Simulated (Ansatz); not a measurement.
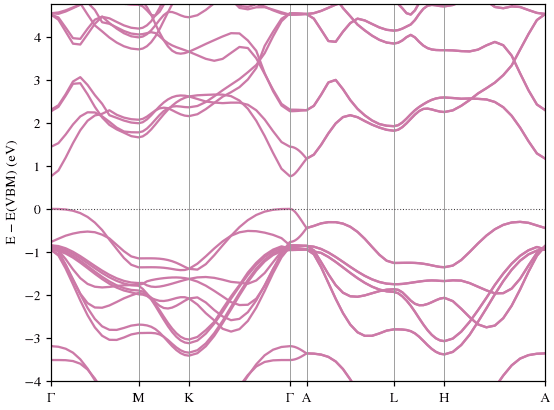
Figure: Band structure from DFT-PBE in the program Ansatz with PAW potentials

Read off the gap and where the band edges lie.

About 0.8 eV (0.76 eV by a search for the band edges); maximum at Γ, minimum at Γ.

The material is InSe in space group P6_3/mmc (No. 194; In on 4f, Se on 4f).

The cell was relaxed with PBE under the symmetry of its start. A crystal of weakly bound layers computed without a dispersion correction: the cell and the soft elastic constants depend strongly on that. Spin–orbit coupling is left out wherever it is not named.

Potentials: the earlier of the program's two PAW sets.
